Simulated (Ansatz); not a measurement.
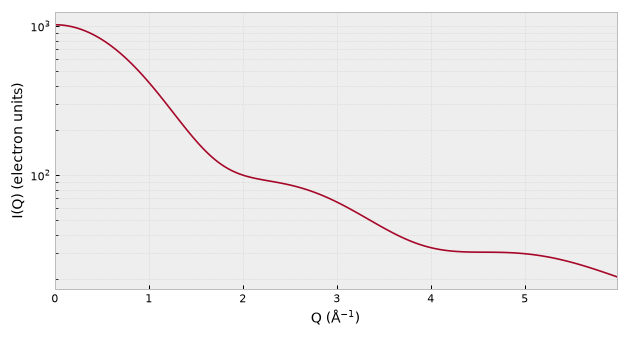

Elastic X-ray scattering of a randomly oriented, rigid molecule, calculated with the Debye equation from neutral-atom form factors (independent atoms, no Compton part, no vibration). The geometry is the end point of an optimisation (RKS PBE0-D4/def2-SVP (Ansatz)); it may be a saddle point or a higher isomer. It contains N, C, B, F, H.

Question: How many electrons does the independent-atom model of the molecule hold?

Answer: I(0) is the square of the electron number: I(0) = 1020, so about 32 electrons, the count of CH5BFN.

Question: What radius of gyration does the initial fall-off give?

Answer: From I(Q) ≈ I(0) exp(−Q²R²/3) at small Q, R ≈ 1.66 Å. It is larger than the electron-weighted radius of the nuclear positions alone (1.48 Å), because each atom's electron cloud adds to it.
